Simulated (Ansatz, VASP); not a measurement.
**NbSi: VASP beside Ansatz**

Aim: how closely do two programs agree when they are given the same cell, functional and k mesh? The cell is invented: As first built, before any earlier steps moved the atoms (in the runner's words): it takes the WC structure with all of its atoms replaced by other elements, volume scaled by an estimate. It may not be a known or stable phase. The cell is taken from a series of VASP runs on this material, whose earlier steps may have relaxed, scaled or displaced it; both programs get it as it stands. Valence electrons are named where the data sets of a main pair hold unlike numbers.

Calculated with Ansatz 0.2.0; plane waves, with VASP 6.6.1 beside it; band structure at PBE, band structure at PBEsol and band structure at r2SCAN.

### 1. Set-up

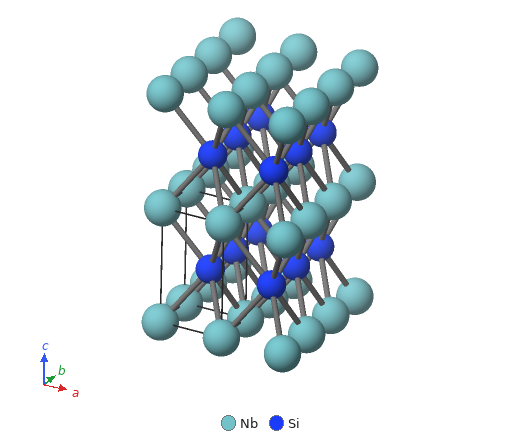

The starting structure, seen slightly off an axis (niobium teal, silicon blue). 2×3×2 cells are drawn. Bonds to atoms that aren't drawn are left out. Some periodic images of atoms are drawn too.

### 2. Ansatz: band structure, PBE

Ansatz runs on its default PAW (the set named soft_2) files.

A single point gives forces, pressure and levels at one fixed geometry, so differences don't come from the geometry; what else differs is listed under the comparison.

File input.yaml:

```yaml
crystal:
  lattice:
    - [3.0335601418, -2.43e-08, 0.0]
    - [-1.51678064, 2.6271406017, 0.0]
    - [0.0, 0.0, 4.0525052525]
  atoms:
    - { symbol: Nb, position: [0.0, 0.0, 0.0] }
    - { symbol: Si, position: [0.66666667, 0.33333333, 0.5] }
hamiltonian:
  xc: pbe
  pseudopotentials: { kind: paw }
kpoints:
  mp_grid: { grid: [5, 5, 4] }
  band_path:
    path:
      - [0.0, 0.0, 0.0]
      - [0.13333, 0.0, 0.0]
      - [0.3, 0.0, 0.0]
      - [0.46667, 0.0, 0.0]
      - [0.46667, 0.06667, 0.0]
      - [0.41111, 0.17778, 0.0]
      - [0.35556, 0.28889, 0.0]
      - [0.28889, 0.28889, 0.0]
      - [0.17778, 0.17778, 0.0]
      - [0.06667, 0.06667, 0.0]
      - [0.0, 0.0, 0.03333]
      - [0.0, 0.0, 0.2]
      - [0.0, 0.0, 0.36667]
      - [0.0, 0.0, 0.5]
      - [0.16667, 0.0, 0.5]
      - [0.3, 0.0, 0.5]
      - [0.46667, 0.0, 0.5]
      - [0.46667, 0.06667, 0.5]
      - [0.41111, 0.17778, 0.5]
      - [0.35556, 0.28889, 0.5]
      - [0.28889, 0.28889, 0.5]
      - [0.17778, 0.17778, 0.5]
      - [0.06667, 0.06667, 0.5]
      - [0.5, 0.0, 0.46667]
      - [0.5, 0.0, 0.3]
      - [0.5, 0.0, 0.13333]
      - [0.33333, 0.33333, 0.0]
      - [0.33333, 0.33333, 0.16667]
      - [0.33333, 0.33333, 0.33333]
      - [0.33333, 0.33333, 0.5]
    npoints: 1
scf:
  occupations: { method: gaussian, width: 0.02 }
  n_extra_bands: 7
output:
  forces: true
  stress: true
  eigenvalues: true
```

Command:

```bash
$ ansatz run input.yaml --threads 2 --pin off --max-ram 4608MiB --backend cpu --events-out ev --progress --plain --runs-dir out
```

Numbers of over 12 decimals in the logs are rounded to 6 here.

The log of the run:

```text
Warning: the atoms were moved onto the symmetric positions of the space group found under crystal.symmetry.tolerance 1.0e-5 (fractional; no operation is sought that the atoms, as they stand in a round, miss by more than twice it, and no atom is moved by as much as it), and the run uses the moved positions. Before a round's move an operation carried an atom to 1.52e-8 Å from where it should land, the largest such dist [...]
scf.n_extra_bands = 7 over 9 filled bands (N_el = 17.0): the run solves 16 bands
Engine: ansatz 0.2.0, aarch64-unknown-linux-gnu
Pseudopotentials: kind: paw
Pseudopotential: Nb, paw, valence charge 13, recommended cutoff 420 eV (normal), Nb.paw.azcp
Pseudopotential: Si, paw, valence charge 4, recommended cutoff 420 eV (normal), Si.paw.azcp
Functional definition: PBE
  parameter kappa = 0.804
  parameter beta = 0.066725
  exchange = pbe_x(kappa = kappa, mu = beta*pi^2/3)
  correlation = pbe_c(beta = beta)
Crystal: 2 atoms, lattice volume = 32.297 Å³
Basis set: ecut = 420 eV, 613 PW (Γ), exchange–correlation on 48×48×60 points (8 copies of the dense FFT grid, shifted against one another)
Bands: 16, of which v1, the nominal top of the filled ones, is band 9 counted from 1 (8 counted from 0)
Symmetry: 12 space group operations
Space group: P-6m2 (ITA 187), of the structure as read, at distance tolerance 3.2e-5 Å
k-points: 15 of 100 (time reversal used)
Non-local potential: Nb, projectors of the file, l = 0: 3, l = 1: 2, l = 2: 2, l = 3: 1
Non-local potential: Si, projectors of the file, l = 0: 2, l = 1: 2, l = 2: 2
PAW form: soft (Blöchl's): semilocal exchange-correlation on the pseudo side does not see the compensation charge
PAW one-centre angular grid: Nb, 590 points (default); XC on 64 Gauss nodes
PAW one-centre angular grid: Si, 110 points (default); XC on 64 Gauss nodes
Initial density: superposition of atomic densities (neutral atoms: chi_scale 0, normalization atom), corrected by the library's trained network
Initial wavefunctions: pseudopotential atomic-orbital guess
Functional: x = pbe(κ = 0.804, μ = 0.219515), c = pbe(β = 0.066725)
SCF iter   1: F=—  HF=-5188.792036 eV  |F-HF|=—  |Δ(HF+E_count)|=         —  Δρ=5.62e-3  dr2=8.39e-3  ethr=1.77e-3  ⟨swp⟩=5.5  Hψ=1292  notcnv=0
preconditioner: auto → none  [insulator: Δε(μ)=0.057 eV  Ē_g=9.618 eV  σ=0.020 eV  W_gap=0.67  n_scr=8 (ndim 8)  ℏωp=19.6 eV  f_vac=0.000  D(μ)=3.09/eV (n_scr^D=40)  ε∞_Penn≈5.2]
SCF iter   2: F=—  HF=-5188.790442 eV  |F-HF|=—  |Δ(HF+E_count)|=   1.59e-3  Δρ=2.57e-3  dr2=1.33e-3  ethr=4.94e-5  ⟨swp⟩=2.0  Hψ=435  notcnv=0  defer=30
SCF iter   3: F=—  HF=-5188.790482 eV  |F-HF|=—  |Δ(HF+E_count)|=   4.03e-5  Δρ=3.40e-4  dr2=1.47e-5  ethr=7.84e-6  ⟨swp⟩=2.3  Hψ=286  notcnv=0  defer=30
SCF iter   4: F=—  HF=-5188.790482 eV  |F-HF|=—  |Δ(HF+E_count)|=   2.29e-7  Δρ=7.27e-5  dr2=1.60e-6  ethr=8.63e-8  ⟨swp⟩=2.5  Hψ=339  notcnv=0  defer=30
iter 5 did not close the SCF: its close was put off for the readings that it lacked (scf_convergence_deferred on its scf_iter line)
SCF iter   5: F=-5188.790481 eV  HF=-5188.790481 eV  |F-HF|=1.78e-8  |Δ(HF+E_count)|=   4.82e-7  Δρ=1.64e-5  dr2=6.18e-8  ethr=9.41e-9  ⟨swp⟩=2.5  Hψ=332  notcnv=0  defer=30
SCF iter   6: F=-5188.790481 eV  HF=-5188.790481 eV  |F-HF|=4.00e-11  |Δ(HF+E_count)|=   1.59e-9  Δρ=3.27e-6  dr2=1.62e-9  ethr=3.64e-10  ⟨swp⟩=5.5  Hψ=1041  notcnv=0
SCF 1 converged in 6 iterations: F = -5188.790481 eV  dr2 = 1.62e-9
  greatest PAW one-centre occupation: 0.998 electrons in one spin orbital (limit 2), on the Nb atom at site 0 (counted from 0), in its partial waves of l = 0
NSCF: frozen V_eff on 30 k-points
SCF converged after 6 iterations
Free energy (F): -5188.790481 eV
Harris-Foulkes:  -5188.790481 eV  (|F-HF|=4.00e-11)
Internal energy: -5188.789768 eV  (E = F + TS)
E sigma→0 (E₀):  -5188.790125 eV
Entropy (-TS):   -0.000713 eV (-0.356 meV/atom)
Fermi energy:    14.670510 eV
--- Per-component energies (eV) ---
  E_band       = -78.125122
  E_kinetic    = 436.152979
  E_local      = -913.432193  (includes V_loc(G=0)·N_el)
  E_nonlocal   = 144.536038
  E_hartree    = 312.708605
  E_xc         = -231.937213
  E_vxc        = -261.339894  (∫ρ·V_xc dr)
  E_paw        = -3585.729980  (= ΣΔE_a)
  E_vpaw       = -109.458883  (= ΣTr[D̂ρ^β])
  E_aug_tail   = 0.000013  (compensation charges beyond the density's cutoff)
  E_ewald      = -1351.088018
  E_smearing   = -0.000713  (= −TS)
  E_closure    = -0.000000  (closes the sum)
  Σ components = -5188.790481   (vs F -5188.790481, Δ=0.00e0)
--- Forces (eV/Å), atoms counted from 1 ---
  atom   1  Nb    -0.00000000    -0.00000000    -0.00000000
  atom   2  Si     0.00000000     0.00000000    -0.00000000
  max |Σ_I F_I| component: 3.70e-17 eV/Å
--- Stress (GPa, compression-positive) ---
       -1.314061      -0.000000      -0.000000
       -0.000000      -1.314061      -0.000000
       -0.000000      -0.000000       3.277073
  P = ⅓ Tr σ = 0.2163 GPa (2.163 kbar)
--- Band table (eV; the first three rows and the last of 15) ---
  k-point 0: bands = [... 5 lower, 11.3569, 13.2288, 14.5765, 14.5765, 16.9116, 16.9116, 21.8513, 22.1120, ... 3 higher]
  k-point 1: bands = [... 5 lower, 9.9901, 13.6426, 14.6967, 14.6967, 16.4510, 16.4510, 22.1411, 22.1411, ... 3 higher]
  k-point 2: bands = [... 5 lower, 8.5435, 13.9971, 14.8330, 14.8330, 16.0715, 16.0715, 21.7349, 21.7349, ... 3 higher]
  k-point 14: bands = [... 5 lower, 10.4349, 11.6259, 12.9440, 14.1912, 15.7282, 18.9100, 19.7572, 19.8970, ... 3 higher]
```

Wall time 3 s (2 threads of Arm Neoverse N1, shared host); peak memory 0.27 GiB.

### 3. VASP: band structure, PBE

The same cell, functional, mesh and smearing now go to VASP, with its own data sets.

Lines of VASP's logs that name or quote its potential files are left out, and so is its time.

File INCAR:

```
SYSTEM = NbSi
PREC = Accurate
ENCUT = 400
EDIFF = 1E-06
NELM = 100
ISMEAR = 0
SIGMA = 0.02
LREAL = .FALSE.
ALGO = Normal
GGA = PE
LORBIT = 11
LWAVE = .FALSE.
LCHARG = .FALSE.
KPAR = 4
```

File POSCAR:

```
NbSi
1.0
    3.0335601418     -0.0000000243      0.0000000000
   -1.5167806400      2.6271406017      0.0000000000
    0.0000000000      0.0000000000      4.0525052525
Nb Si
1 1
Direct
    0.0000000000      0.0000000000      0.0000000000
    0.6666666700      0.3333333300      0.5000000000
```

File KPOINTS:

```
Automatic mesh
0
Gamma
5 5 4
0 0 0
```

File KPOINTS_OPT:

```
Line mode
16
Line-mode
Reciprocal
  0.00000000   0.00000000   0.00000000 GAMMA
  0.50000000   0.00000000   0.00000000 M

  0.50000000   0.00000000   0.00000000 M
  0.33333333   0.33333333   0.00000000 K

  0.33333333   0.33333333   0.00000000 K
  0.00000000   0.00000000   0.00000000 GAMMA

  0.00000000   0.00000000   0.00000000 GAMMA
  0.00000000   0.00000000   0.50000000 A

  0.00000000   0.00000000   0.50000000 A
  0.50000000   0.00000000   0.50000000 L

  0.50000000   0.00000000   0.50000000 L
  0.33333333   0.33333333   0.50000000 H

  0.33333333   0.33333333   0.50000000 H
  0.00000000   0.00000000   0.50000000 A

  0.50000000   0.00000000   0.50000000 L
  0.50000000   0.00000000   0.00000000 M

  0.33333333   0.33333333   0.00000000 K
  0.33333333   0.33333333   0.50000000 H
```

The projector-augmented-wave data sets are Nb_sv and Si (PBE family, release 64).

Command:

```bash
$ mpirun -np 4 vasp_std
```

The log of the run:

```text
[banner, memory and clock lines left out]
running    4 mpi-ranks, on    1 nodes
 distrk:  each k-point on    1 cores,    4 groups
 distr:  one band on    1 cores,    1 groups

 POSCAR found type information on POSCAR NbSi
 POSCAR found :  2 types and       2 ions
 LDA part: xc-table for (Slater+PW92), standard interpolation
 POSCAR, INCAR and KPOINTS ok, starting setup
 FFT: planning ... GRIDC
 FFT: planning ... GRID_SOFT
 FFT: planning ... GRID
 WAVECAR not read
 entering main loop
       N       E                     dE             d eps       ncg     rms          rms(c)
DAV:   1     0.109663564538E+03    0.10966E+03   -0.75716E+03   360   0.109E+03
DAV:   2    -0.104156106560E+02   -0.12008E+03   -0.11575E+03   428   0.376E+02
DAV:   3    -0.168426673452E+02   -0.64271E+01   -0.63233E+01   584   0.675E+01
DAV:   4    -0.171112330903E+02   -0.26857E+00   -0.26556E+00   484   0.140E+01
DAV:   5    -0.171292716886E+02   -0.18039E-01   -0.18034E-01   628   0.288E+00    0.845E+00
DAV:   6    -0.164101502293E+02    0.71912E+00   -0.27073E+00   592   0.162E+01    0.291E+00
DAV:   7    -0.163480691939E+02    0.62081E-01   -0.15690E-01   436   0.329E+00    0.163E+00
DAV:   8    -0.163362839764E+02    0.11785E-01   -0.47025E-02   572   0.229E+00    0.476E-01
DAV:   9    -0.163363487510E+02   -0.64775E-04   -0.47453E-03   528   0.693E-01    0.200E-01
DAV:  10    -0.163364589391E+02   -0.11019E-03   -0.80128E-04   516   0.335E-01    0.553E-02
DAV:  11    -0.163364433642E+02    0.15575E-04   -0.37470E-05   496   0.722E-02    0.132E-02
DAV:  12    -0.163364433325E+02    0.31763E-07   -0.36874E-06   476   0.217E-02
   1 F= -.16336443E+02 E0= -.16336089E+02  d E =-.708503E-03
 Start KPOINTS_OPT (optional k-point list driver)
k-point batch [1-15\144]
       N       E                     dE             ncg
DAV:   1    -0.241313772672E+03   -0.43631E+04      360
DAV:   2    -0.214607272442E+04   -0.19048E+04      436
DAV:   3    -0.224104894671E+04   -0.94976E+02      556
DAV:   4    -0.224491149053E+04   -0.38625E+01      504
DAV:   5    -0.224510080084E+04   -0.18931E+00      604
DAV:   6    -0.224510467647E+04   -0.38756E-02      504
DAV:   7    -0.224510475781E+04   -0.81336E-04      560
DAV:   8    -0.224510475951E+04   -0.17067E-05      352
DAV:   9    -0.224510475969E+04   -0.17685E-06      352
[...]
k-point batch [136-144\144]
       N       E                     dE             ncg
DAV:   1     0.329400500055E+04   -0.64814E+04      224
DAV:   2     0.246295165154E+04   -0.83105E+03      252
DAV:   3     0.242331264970E+04   -0.39639E+02      340
DAV:   4     0.242217386599E+04   -0.11388E+01      284
DAV:   5     0.242208479158E+04   -0.89074E-01      388
DAV:   6     0.242208395931E+04   -0.83228E-03      288
DAV:   7     0.242208394753E+04   -0.11777E-04      300
DAV:   8     0.242208394727E+04   -0.25900E-06      200
```

Parts of OUTCAR (step 3):

```text
ion  position               nearest neighbor table
   1  0.000  0.000  0.000-   2 2.68   2 2.68   2 2.68   2 2.68   2 2.68   2 2.68
   2  0.667  0.333  0.500-   1 2.68   1 2.68   1 2.68   1 2.68   1 2.68   1 2.68

  LATTYP: Found a hexagonal cell.
 ALAT       =     3.0335601418
 C/A-ratio  =     1.3358908553

 Subroutine GETGRP returns: Found 12 space group operations
 (whereof 12 operations were pure point group operations)

The static configuration has the point symmetry D_3h.

 Found     15 irreducible k-points:

   k-points           NKPTS =     15   k-points in BZ     NKDIM =     15   number of bands    NBANDS=     12

   dimension x,y,z NGX =    20 NGY =   20 NGZ =   28
   dimension x,y,z NGXF=    40 NGYF=   40 NGZF=   56

   ENCUT  =  400.0 eV  29.40 Ry    5.42 a.u.   4.95  4.95  6.61*2*pi/ulx,y,z

   NELECT =      17.0000    total number of electrons

 k-points in reciprocal lattice and weights: Automatic mesh
   0.00000000  0.00000000  0.00000000       0.010
   0.20000000 -0.00000000  0.00000000       0.060
   0.40000000 -0.00000000  0.00000000       0.060
   0.20000000  0.20000000  0.00000000       0.060
   0.40000000  0.20000000  0.00000000       0.060
   0.00000000  0.00000000  0.25000000       0.020
   0.20000000 -0.00000000  0.25000000       0.120
   0.40000000 -0.00000000  0.25000000       0.120
   0.20000000  0.20000000  0.25000000       0.120
[...]
0.20000000  0.20000000  0.50000000       0.060
   0.40000000  0.20000000  0.50000000       0.060

 average (electrostatic) potential at core
       1 -77.7556       2 -78.5630

 E-fermi :  10.7571

 k-point     1 :       0.0000    0.0000    0.0000
  band No.  band energies     occupation
    ...
      5      -0.4027      2.00000
      6       7.4418      2.00000
      7       9.3080      2.00000
      8      10.6637      2.00000
      9      10.6637      2.00000
     10      12.9970      0.00000
     11      12.9970      0.00000
     12      18.0463      0.00000

 k-point     2 :       0.2000   -0.0000    0.0000
  band No.  band energies     occupation
    ...
      4     -19.7008      2.00000
      5       0.4847      2.00000
      6       8.1859      2.00000
      7       8.3561      2.00000
      8       9.4568      2.00000
      9      11.6330      0.00000
     10      12.5598      0.00000
     11      14.1152      0.00000
     12      14.5589      0.00000

 k-point     3 :       0.4000   -0.0000    0.0000
  band No.  band energies     occupation
    ...
      4     -19.8046      2.00000
      5       2.8300      2.00000
      6       6.5541      2.00000
      7       7.3441      2.00000
      8       8.4261      2.00000
      9      11.9553      0.00000
     10      13.5616      0.00000
     11      14.6395      0.00000
     12      14.9805      0.00000

  Total       -0.3745568     -0.3745569      0.5301757      0.0000001      0.0000000      0.0000000
  in kB      -18.5809857    -18.5809920     26.3009192      0.0000042      0.0000000      0.0000000
  external PRESSURE =      -3.6203528 kB  Pullay stress =       0.0000000 kB

  energy-cutoff  :      400.00
  volume of cell :       32.30
      direct lattice vectors                 reciprocal lattice vectors
     3.033560142 -0.000000024  0.000000000     0.329645683  0.190321062  0.000000000
    -1.516780640  2.627140602  0.000000000     0.000000003  0.380641982  0.000000000
     0.000000000  0.000000000  4.052505252     0.000000000  0.000000000  0.246760939

 POSITION                                       TOTAL-FORCE (eV/Angst)
 -----------------------------------------------------------------------------------
      0.00000      0.00000      0.00000         0.000000      0.000000      0.000000
      1.51678      0.87571      2.02625        -0.000000     -0.000000      0.000000
 -----------------------------------------------------------------------------------
    total drift:                               -0.000005     -0.000003      0.000000

  FREE ENERGIE OF THE ION-ELECTRON SYSTEM (eV)
  ---------------------------------------------------
  free  energy   TOTEN  =       -16.3364433325 eV

  energy  without entropy=      -16.3357348294  energy(sigma->0) =      -16.33608908

 total charge
# of ion       s       p       d       tot
------------------------------------------
    1        2.174   6.029   2.487  10.689
    2        0.782   0.847   0.000   1.629
--------------------------------------------------
tot          2.956   6.876   2.487  12.318

[... 3 further parts left out ...]
```

This run has no spin polarisation. Its electron count is odd, so without a moment it is a metal by construction.

### 4. Side by side

Known differences besides the potentials themselves: the cutoff is 420 eV in Ansatz and 400 eV in VASP; VASP leaves aspherical gradient terms in its spheres out (LASPH is not set), Ansatz keeps them. Total energies have different zeros and are not compared.

Compared:

```csv
quantity,Ansatz,VASP,difference
pressure (GPa),0.22,-0.36,+0.58
```

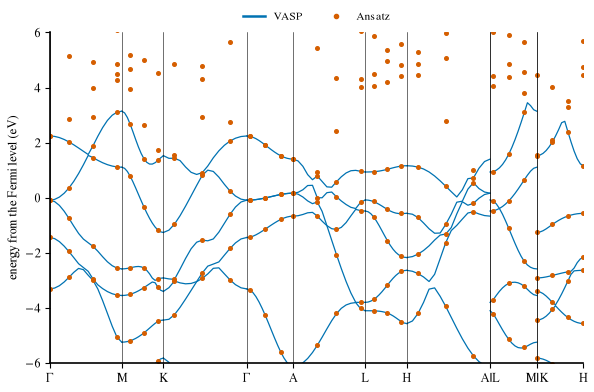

Bands from VASP (lines) and levels from Ansatz (dots). Dots without a line are higher empty bands that the VASP plot leaves out.

Levels from 3 eV below to 2 eV above the Fermi level differ by 3 meV r.m.s. and 8 meV at most; each VASP level is matched to the nearest of Ansatz, which flatters the figure a little.

(Continued in part 2 of 2.)

[Lines on the potential files, build, host, timing and source positions are cut from VASP's logs without a mark.]

[Logs are printed without paths, hosts, clocks, repeated set-up lines and the standing remarks that a program may print on its own settings, such as how far it seeks lower states.]

[Hosts, paths, dates, database ids (printed as entryN), source tags and the programs' standing remarks are cut or masked in the printed files.]
